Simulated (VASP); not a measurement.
Band structure of K₂S (antifluorite). These are revPBE GGA, VASP's PBE PAW potentials (set 64) (plane waves; VASP) values and carry that method's errors.

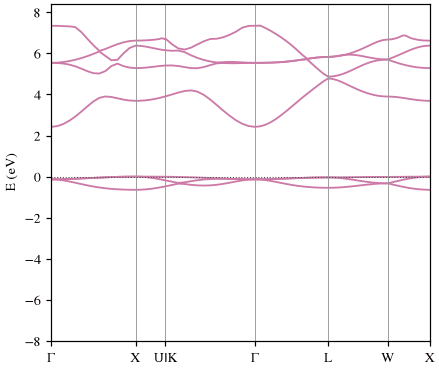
*Bands along high-symmetry lines, zero at the valence-band maximum or, without a gap, the Fermi level*

**Question.** Read the plot: is there a gap, and where are the band edges?

**Answer.** The gap is indirect, 2.42 eV, from the valence maximum at X to the conduction minimum at Γ. (Edges off the drawn lines would not show.)

The compound is K2S in the antifluorite structure. It was relaxed first, which changed the volume by +8 %.
